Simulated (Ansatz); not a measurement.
C₃H₉NOSi: several calculations on one system

**1. Relaxation**

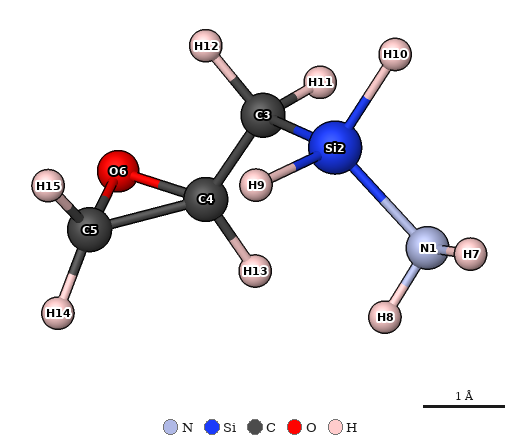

C₃H₉NOSi, before the relaxation. A ball-and-stick model, seen at a tilt.

The run prepares an end point of a later path (torsion) calculation, from a guessed geometry.

These are results of RKS PBE-D4/cc-pVDZ in Ansatz, not measurements.

Input file:
```yaml
crystal:
  periodic: [false, false, false]
  atoms:
    - { symbol: "N", position_ang: [0.3323, -2.3274, -0.7078] }
    - { symbol: Si, position_ang: [1.1621, -1.0438, 0.0356] }
    - { symbol: C, position_ang: [0.5949, 0.6563, -0.534] }
    - { symbol: C, position_ang: [-0.756, 0.9672, -0.3391] }
    - { symbol: C, position_ang: [-1.3565, 1.5917, 0.9049] }
    - { symbol: O, position_ang: [-1.1266, 2.3751, -0.2725] }
    - { symbol: H, position_ang: [0.7458, -3.1742, -0.4989] }
    - { symbol: H, position_ang: [-0.6132, -2.312, -0.3305] }
    - { symbol: H, position_ang: [0.9334, -1.2109, 1.5256] }
    - { symbol: H, position_ang: [2.5926, -1.2896, -0.2412] }
    - { symbol: H, position_ang: [0.8554, 0.7677, -1.5633] }
    - { symbol: H, position_ang: [1.254, 1.4072, 0.0263] }
    - { symbol: H, position_ang: [-1.5369, 0.3694, -0.9544] }
    - { symbol: H, position_ang: [-2.4141, 1.4247, 1.2185] }
    - { symbol: H, position_ang: [-0.6889, 1.7479, 1.7602] }
basis:
  gaussian: { orbitals: cc-pVDZ }
hamiltonian:
  xc: pbe
  dispersion: d4
relax:
  f_tol: 0.015
  max_steps: 40
```

Run as
```bash
ansatz run input.yaml --threads 2 --pin off --max-ram 3072MiB --backend cpu --events-out ev --progress --plain --runs-dir out
```

Q: Where does the relaxation end?

A: H9 moves most after the best rigid fit: 0.31 Å. By element the largest moves are H 0.31 Å, N 0.15 Å, O 0.11 Å, Si 0.10 Å, C 0.10 Å. Near-neighbour distances that change, for instance: C3–C4 1.400 → 1.510 Å, N1–Si2 1.700 → 1.774 Å, N1–H7 0.965 → 1.028 Å, C4–H13 1.160 → 1.108 Å. Bond angles that change, for instance: N1–Si2–H9 105.8° → 115.8°, Si2–N1–H8 106.3° → 114.4°, N1–Si2–C3 113.8° → 108.4°. After 9 geometry steps the energy has fallen by 15.1 kcal/mol. The largest force component goes from 5.5 to 0.012 eV/Å.

The structure at the end:

```xyz
15

N     0.2109   -2.2474   -0.6827
Si    1.2005   -1.0192    0.1284
C     0.6869    0.6933   -0.5253
C    -0.7911    0.9550   -0.3567
C    -1.3526    1.4895    0.9023
O    -1.2228    2.3310   -0.2595
H     0.5649   -3.2052   -0.5653
H    -0.7758   -2.2578   -0.3932
H     1.1023   -0.9855    1.6462
H     2.6318   -1.3231   -0.2451
H     0.9702    0.7637   -1.5969
H     1.2627    1.4688    0.0233
H    -1.4563    0.3286   -0.9838
H    -2.3876    1.2369    1.1993
H    -0.6657    1.7209    1.7383
```

The end point in the same view:

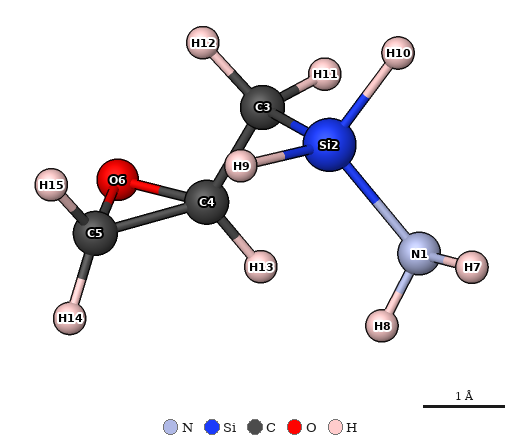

**2. Relaxation**

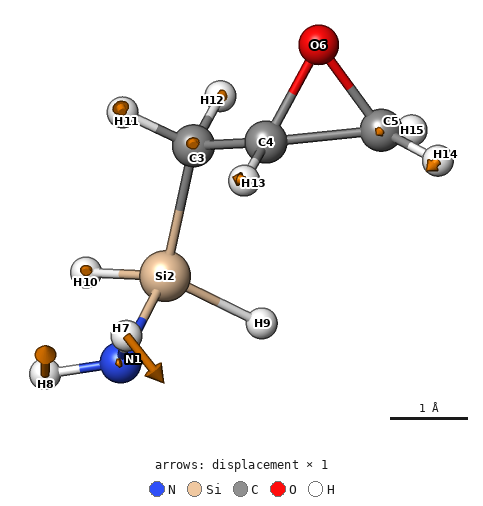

This is a relaxation of C₃H₉NOSi. The starting structure is drawn; orange arrows show the displacements, at their true length. The two geometries are superimposed by the best rigid fit.

The picture is a ball-and-stick view, seen from a free direction.

The run prepares an end point of a later path (torsion) calculation, from a guessed geometry.

These are results of RKS PBE-D4/cc-pVDZ (Ansatz 0.2.0), not measurements.

Input
```yaml
crystal:
  periodic: [false, false, false]
  atoms:
    - { symbol: "N", position_ang: [0.3323, -2.3274, -0.7078] }
    - { symbol: Si, position_ang: [1.1621, -1.0438, 0.0356] }
    - { symbol: C, position_ang: [2.46932, -1.59918, 1.26817] }
    - { symbol: C, position_ang: [3.48873, -2.42285, 0.7763] }
    - { symbol: C, position_ang: [4.79476, -1.95598, 0.16436] }
    - { symbol: O, position_ang: [4.74931, -2.45406, 1.50701] }
    - { symbol: H, position_ang: [0.7458, -3.1742, -0.4989] }
    - { symbol: H, position_ang: [-0.6132, -2.312, -0.3305] }
    - { symbol: H, position_ang: [1.79489, -0.25161, -1.09238] }
    - { symbol: H, position_ang: [0.11406, -0.20638, 0.65504] }
    - { symbol: H, position_ang: [1.97557, -2.07139, 2.0885] }
    - { symbol: H, position_ang: [2.91743, -0.63736, 1.6998] }
    - { symbol: H, position_ang: [3.19377, -3.48928, 0.42775] }
    - { symbol: H, position_ang: [5.35898, -2.55219, -0.59125] }
    - { symbol: H, position_ang: [4.92587, -0.87667, 0.02461] }
basis:
  gaussian: { orbitals: cc-pVDZ }
hamiltonian:
  xc: pbe
  dispersion: d4
relax:
  f_tol: 0.015
  max_steps: 40
```

Launched with:
```bash
ansatz run input.yaml --threads 2 --pin off --max-ram 3072MiB --backend cpu --events-out ev --progress --plain --runs-dir out
```

Q: Atoms of which element are displaced furthest, and by how much?

A: Hydrogen: up to 0.82 Å, against 0.17 Å for carbon.

Q: What did the optimiser do to the structure, and how much energy did it gain?

A: After 13 accepted moves (14 points after the start) the energy has fallen by 0.686 eV. Largest force component: 3.7 eV/Å at the start, 0.0027 eV/Å at the end. The line search rejected the trial step at point 4 of the run. The forces were under the threshold at step 11, but the run went on from there. H7 moves most after the best rigid fit: 0.82 Å. By element the largest moves are H 0.82 Å, C 0.17 Å, N 0.08 Å, O 0.07 Å, Si 0.06 Å. Some distances before and after: C3–C4 1.400 → 1.509 Å, N1–Si2 1.700 → 1.769 Å, N1–H7 0.965 → 1.027 Å, C4–H13 1.160 → 1.108 Å. Bond angles that change, for instance: Si2–N1–H8 106.3° → 115.4°, C5–C4–H13 112.4° → 117.0°, C3–Si2–H10 112.7° → 108.1°. Groups turn about N1–Si2 by about 50°.

**3. Path**

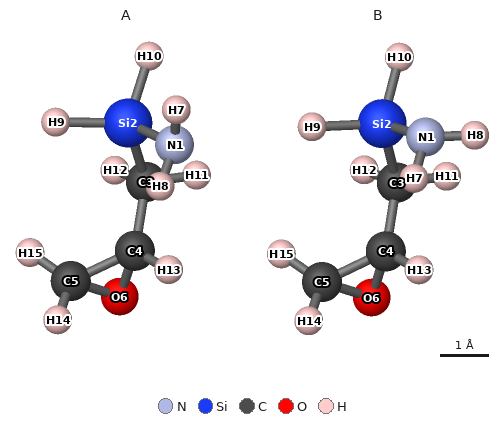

The two relaxed end points of a path for C$_{3}$H$_{9}$NOSi. Style: ball-and-stick. Shown from a free direction.

The calculation used RKS PBE-D4/cc-pVDZ (Ansatz).

Set-up: 5 movable images; climbing image; force threshold 0.03 eV/Å; iteration limit 60.

Start:
```xyz
15

N     0.2132   -2.2473   -0.6826
Si    1.2006   -1.0188    0.1308
C     0.6877    0.6936   -0.5237
C    -0.7907    0.9547   -0.3582
C    -1.3550    1.4888    0.8997
O    -1.2231    2.3306   -0.2617
H     0.5672   -3.2049   -0.5645
H    -0.7741   -2.2580   -0.3952
H     1.0992   -0.9853    1.6484
H     2.6328   -1.3221   -0.2398
H     0.9733    0.7643   -1.5947
H     1.2621    1.4692    0.0261
H    -1.4543    0.3282   -0.9868
H    -2.3906    1.2359    1.1944
H    -0.6700    1.7204    1.7371
```

End:
```xyz
15

N     0.3528   -2.4669   -0.4157
Si    1.2250   -1.0377    0.1550
C     0.6498    0.6572   -0.5251
C    -0.8210    0.9026   -0.2953
C    -1.3272    1.5294    0.9435
O    -1.2873    2.2705   -0.2911
H    -0.6298   -2.5226   -0.1223
H     0.3863   -2.6284   -1.4295
H     1.0661   -1.0246    1.6570
H     2.6755   -1.2271   -0.2203
H     0.8831    0.7100   -1.6114
H     1.2461    1.4545   -0.0303
H    -1.5034    0.2050   -0.8209
H    -2.3360    1.2782    1.3205
H    -0.6019    1.8491    1.7154
```

### What barrier does the band find between them, and by what path?

The highest point, image 3, lies 0.067 eV above the start and 0.054 eV above the end; the end is at +0.012 eV relative to the start. The motion is a rotation about the N1–Si2 bond by about 130°. No bond forms or breaks between the ends. Among the angles between lasting bonds that change up to the highest image: N1–Si2–H9 115.8° → 110.4°, N1–Si2–H10 106.0° → 110.9°. The band converged in 10 iterations. The largest component of the band force went from 20 to 0.021 eV/Å. The climbing image converged on the top of the path. Its vibrational analysis gives one imaginary mode (198i cm⁻¹), as a transition state must have.

Energies of the converged images:

```
image  path (Å)  E (eV)
    0      0.00   0.000
    1      0.58   0.008
    2      1.15   0.041
    3      1.73   0.067
    4      2.17   0.052
    5      2.60   0.025
    6      3.04   0.012
```

The geometry at the top of the path:

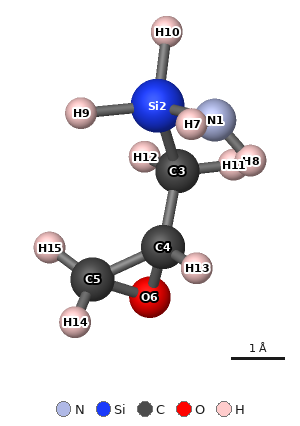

The run took 3 min on 2 threads of Arm Neoverse V1, with other jobs on the host, peak memory 0.19 GiB.
